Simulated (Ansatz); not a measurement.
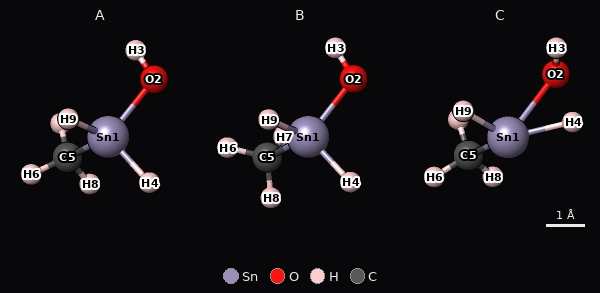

3 geometries from a converged minimum-energy path of CH₆OSn, shuffled. Style: ball-and-stick. Shown from a free direction.

The calculation used RKS B3LYP-D4/def2-SVP (Ansatz). Settings: 5 movable images; climbing image; force threshold 0.03 eV/Å; iteration limit 60; starting path through a guess of the saddle point.

> Which frame is the transition state?

C. In order along the path, whose images run from 0 to 6: B (image 1, +0.01 eV), A (image 2, +0.01 eV), C (image 4, +1.95 eV). A hydrogen atom shifts from one atom to another. Breaking: Sn1–H4 (1.72 → 1.77 at the top → 2.98 Å). Forming: O2–H4 (2.90 → 1.55 at the top → 0.97 Å).
